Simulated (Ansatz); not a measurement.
**SiO2 (P4_32_12): a many-body input that goes wrong, and its mend**

A first try at the G0W0 gap of SiO2 (P4_32_12), what the program said, and an input that works.

Program: Ansatz 0.2.0. Level of theory: G0W0 on LDA, plane waves, PAW; PAW set soft_1. Results are calculated unless marked as measured.

### Step 1. Starting point

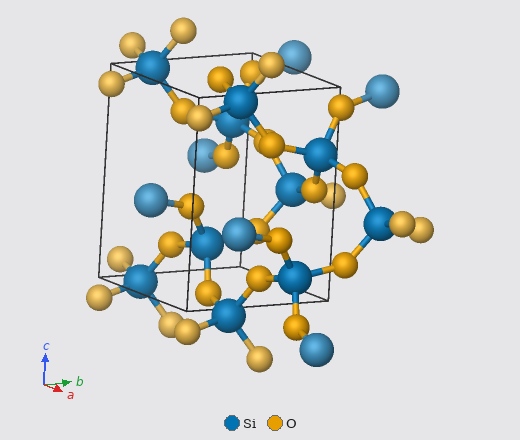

Start, viewed slightly off an axis; silicon blue, oxygen orange. 2×1×1 cells are drawn. Some periodic images of atoms are drawn too.

The cell and positions come from the Crystallography Open Database and are kept as given unless a step says otherwise.

### Step 2. First try

Contents of input.yaml:

```yaml
crystal:
  lattice:
    - [4.9329, 0.0, 0.0]
    - [0.0, 4.9329, 0.0]
    - [0.0, 0.0, 6.4645]
  atoms:
    - { symbol: Si, position: [0.817705, 0.817705, 0.5] }
    - { symbol: Si, position: [0.682295, 0.317705, 0.25] }
    - { symbol: Si, position: [0.182295, 0.182295, 0.0] }
    - { symbol: Si, position: [0.317705, 0.682295, 0.75] }
    - { symbol: O, position: [0.26834, 0.36457, 0.80193] }
    - { symbol: O, position: [0.13543, 0.76834, 0.55193] }
    - { symbol: O, position: [0.73166, 0.63543, 0.30193] }
    - { symbol: O, position: [0.86457, 0.23166, 0.05193] }
    - { symbol: O, position: [0.76834, 0.13543, 0.44807] }
    - { symbol: O, position: [0.63543, 0.73166, 0.69807] }
    - { symbol: O, position: [0.23166, 0.86457, 0.94807] }
    - { symbol: O, position: [0.36457, 0.26834, 0.19807] }
kpoints:
  mp_grid: { grid: [2, 2, 2] }
hamiltonian:
  xc: lda
  pseudopotentials: { kind: paw, azcp: { folder: soft_1 }, xc_functional: pbe }
scf:
  occupations: { method: fixed }
  max_iter: 2
gw:
  n_empty_bands: 166
  ecut_chi: 60
  qp_bands: [v4, c4]
  qp_kpoints: band_edges
  screening: { model: contour_deformation }
```

Launch:

```bash
$ ansatz run input.yaml --threads 3 --pin off --max-ram 92160MiB --backend cuda --events-out ev --progress --plain --runs-dir out --devices 1 --max-vram 13GiB
```

Numbers of over 12 decimals in the logs are rounded to 6 here.

Log:

```text
GPUs: using 1 of 1 available (devices: 1).
Engine: ansatz 0.2.0, x86_64-unknown-linux-gnu
Pseudopotentials: kind: paw
Pseudopotential: Si, paw, valence charge 4, recommended cutoff 420 eV (normal), soft_1/Si.paw.azcp
Pseudopotential: O, paw, valence charge 6, recommended cutoff 420 eV (normal), soft_1/O.paw.azcp
Functional definition: SPW92
  exchange = slater_x
  correlation = pw_c
device memory: the entry about to start is reckoned to put 2.3 GiB on a device that reports 43.5 GiB free (of which the cap on the GPU budget leaves the run 13.0 GiB)
GPU FFT provider: cuFFT
GPU libraries: cuBLAS 13.8.2, cuFFT 12.4.0, cuSOLVER 12.3.4
Crystal: 12 atoms, lattice volume = 157.304 Å³
Basis set: ecut = 420 eV, 3097 PW (Γ)
Bands: 44, of which v1, the nominal top of the filled ones, is band 32 counted from 1 (31 counted from 0)
Symmetry: 8 space group operations
Space group: P43212 (ITA 96), of the structure as read, at distance tolerance 5.4e-5 Å
k-points: 6 of 8
Non-local potential: Si, projectors of the file, l = 0: 2, l = 1: 2, l = 2: 1
Non-local potential: O, projectors of the file, l = 0: 2, l = 1: 2, l = 2: 1
PAW form: soft (Blöchl's): semilocal exchange-correlation on the pseudo side does not see the compensation charge
PAW frozen core: Si, regenerated for the run's functional, and the local potential with it (the file was generated under x = pbe(κ = 0.804, μ = 0.219515), c = pbe(β = 0.066725))
PAW frozen core: O, regenerated for the run's functional, and the local potential with it (the file was generated under x = pbe(κ = 0.804, μ = 0.219515), c = pbe(β = 0.066725))
PAW one-centre angular grid: Si, 110 points (default); XC on 64 Gauss nodes
PAW one-centre angular grid: O, 110 points (default); XC on 64 Gauss nodes
Initial density: superposition of atomic densities (chi_scale 0.1, normalization cell, long waves kept (reshape's long-wave potential 0.01 eV rms))
Initial wavefunctions: pseudopotential atomic-orbital guess
GPU buffer pool allocated for 58320 grid points (all kernels)
GPU transforms: local potential and band sums: pruned to the plane-wave sphere, on 36×36×45
Functional: x = slater, c = lda
SCF iter   1: F=—  HF=-6896.768548 eV  |F-HF|=—  |Δ(HF+E_count)|=         —  Δρ=1.21e-1  dr2=2.05e1  ethr=3.10e-3  ⟨swp⟩=12.7  Hψ=3017  notcnv=0
preconditioner: auto → Resta (q_TF=auto, 2.349 Å⁻¹)  ε∞=2.8  [insulator: Δε(μ)=6.942 eV  Ē_g=17.734 eV  n_scr=36 (ndim 8)  ℏωp=23.7 eV  f_vac=0.038  ε∞_Penn≈2.8]
SCF iter   2: F=—  HF=-6890.986541 eV  |F-HF|=—  |Δ(HF+E_count)|=    5.78e0  Δρ=4.23e-2  dr2=1.16e0  ethr=3.10e-3  ⟨swp⟩=13.0  Hψ=2518  notcnv=0
Error: did not converge after 2 iterations: dr2 = 1.16e0 (threshold 1.00e-7), under the density mixer `msr1`, which `scf.mixing.algorithm: auto` chose by the deck's other keys (type `scf.mixing.algorithm: msr1` to keep it); at k-index 0, counted from 0 in this SCF's own list of k-points, the highest band that the last eigensolve's fill by count filled, 1.634250 eV, and the lowest that it left empty, 7.145268 eV, lay  [...]
```

Run time: 3.7 s. Hardware: 1 × NVIDIA H100 80GB HBM3 (shared by 6 runs) with 3 threads of AMD EPYC 7R13 (Zen 3), shared host; peak memory 0.85 GiB.

**Diagnosis.**

The run stopped without converging, so none of its numbers is a property of the system.

The program's message: “Error: did not converge after 2 iterations: dr2 = 1.16e0 (threshold 1.00e-7), under the density mixer `msr1`, which `scf.mixing.algorithm: auto` chose by the deck's other keys (type `scf.mixing.algori …”

The fault: too few SCF iterations. The ground state must converge before anything is built on it.

### Step 3. A better input

Now the one-shot GW correction: screening in the RPA, then the self-energy of the levels asked for. This step takes PAW set soft_1 files.

input.yaml: that of step 2 with these lines changed.

```diff
@@ -19,3 +19,3 @@
 kpoints:
-  mp_grid: { grid: [2, 2, 2] }
+  mp_grid: { grid: [4, 4, 2] }
 hamiltonian:
@@ -25,6 +25,5 @@
   occupations: { method: fixed }
-  max_iter: 2
 gw:
-  n_empty_bands: 166
-  ecut_chi: 60
+  n_empty_bands: 656
+  ecut_chi: 150.0
   qp_bands: [v4, c4]
```

Log:

```text
GPUs: using 1 of 1 available (devices: 1).
[...]
GPU FFT provider: cuFFT
GPU libraries: cuBLAS 13.8.2, cuFFT 12.4.0, cuSOLVER 12.3.4
Crystal: 12 atoms, lattice volume = 157.304 Å³
Basis set: ecut = 420 eV, 3097 PW (Γ)
Bands: 44, of which v1, the nominal top of the filled ones, is band 32 counted from 1 (31 counted from 0)
[... 1 set-up line as in the run before ...]
[...]
k-points: 12 of 32
[...]
GPU buffer pool allocated for 58320 grid points (all kernels)
[...]
SCF iter   1: F=—  HF=-6896.770291 eV  |F-HF|=—  |Δ(HF+E_count)|=         —  Δρ=1.21e-1  dr2=2.05e1  ethr=3.10e-3  ⟨swp⟩=4.6  Hψ=2141  notcnv=0  defer=106
[...]
SCF iter   8: F=-6890.679919 eV  HF=-6890.679919 eV  |F-HF|=2.53e-9  |Δ(HF+E_count)|=   5.65e-8  Δρ=1.79e-6  dr2=4.60e-9  ethr=1.56e-10  ⟨swp⟩=13.3  Hψ=2577  notcnv=0
SCF 1 converged in 8 iterations: F = -6890.679919 eV  dr2 = 4.60e-9
[...]
0    29      1.0212   -26.4456     4.1460   -20.5834  0.8004    -0.7209    -0.6950  root
     0    30      1.3943   -26.7510     4.1624   -20.9059  0.8001    -0.3129    -0.2884  root
     0    31      1.3943   -26.7510     4.1624   -20.9059  0.8001    -0.3129    -0.2884  root
     0    32      1.8649   -26.7181     4.0982   -20.9828  0.8013     0.2054     0.2279  root
     0    33      7.3450    -7.8905    -3.4940   -12.8979  0.8626     8.8703     8.8584  root
     0    34     10.3793    -6.3174    -4.0897   -12.2218  0.8565    12.2155    12.1939  root
     0    35     10.3793    -6.3174    -4.0897   -12.2218  0.8565    12.2155    12.1939  root
     0    36     11.0016    -6.0269    -4.1163   -12.0065  0.8577    12.8878    12.8648  root
[...]
11    33     10.6760    -8.3046    -4.0154   -14.2336  0.8464    12.6150    12.5896  root
    11    34     10.6760    -8.3046    -4.0154   -14.2336  0.8464    12.6150    12.5896  root
    11    35     10.6760    -8.3046    -4.0154   -14.2336  0.8464    12.6150    12.5896  root
    11    36     10.6760    -8.3046    -4.0154   -14.2336  0.8464    12.6150    12.5896  root
[key lines of the parts left out:]
SCF converged after 8 iterations
Free energy (F): -6890.679919 eV
Fermi energy:    1.864915 eV
```

Wall time 59 s (1 × NVIDIA H100 80GB HBM3 (shared by 6 runs) with 3 threads); peak memory 2.4 GiB.

This step gave:

```yaml
bands_summed: 688
rpa_eps_infinity_on_this_mesh_eigenvalues: 2.324, 2.386, 2.386
plane_waves_in_the_screening_matrix: 633
q_points_in_the_mesh: 32
g0w0_gap_on_the_mesh: 8.631 eV
k_of_the_valence_top: 0, 0, 0
k_of_the_conduction_bottom: 0, 0, 0
starting_gap_on_the_mesh: 5.480 eV
z_at_the_valence_top: 0.8013
z_at_the_conduction_bottom: 0.8626
least_direct_g0w0_gap_on_the_computed_points: 8.631 eV
```

The gap on the mesh goes from 5.48 eV to 8.63 eV, a correction of +3.15 eV. Between the two edge states, bare exchange in place of the xc potential would open the gap by 10.74 eV, and correlation takes back 7.59 eV.

### Step 4. Outcome

| Property | Result |
| --- | --- |
| first try | not converged after 3.7 s |
| better run | G0W0 gap on the mesh 8.63 eV (4×4×2 mesh, 656 empty bands, screening to 150 eV, PAW set soft_1 files) |

What this shows: The second run differs in: mesh, empty bands, screening cutoff (eV) and iteration cap. Bands and cutoff are finite, so the gap is not at the basis limit. The miss can reach some tenths of an eV and take either sign; the mesh is an error of its own. The 4×4×2 mesh is coarse for this cell (its supercell is 13 Å along the shortest edge). The RPA ε∞ on it, from the LDA start, is 2.32 and 2.39; such meshes misread the long-range screening, most where the gap is narrow.

[Paths, hosts, dates, memory and timing lines, banners, echoed tables and standing remarks are left out of the program output.]

[Logs are printed without paths, hosts, clocks, repeated set-up lines and the standing remarks that a program may print on its own settings, such as how far it seeks lower states.]

[Runs of the session that timed out or met a known fault of the program may be left out.]

[Cells called generated may have been cut or substituted from an entry of the Crystallography Open Database or the Materials Project.]

[Hosts, paths, dates, database ids (printed as entryN), source tags and the programs' standing remarks are cut or masked in the printed files.]
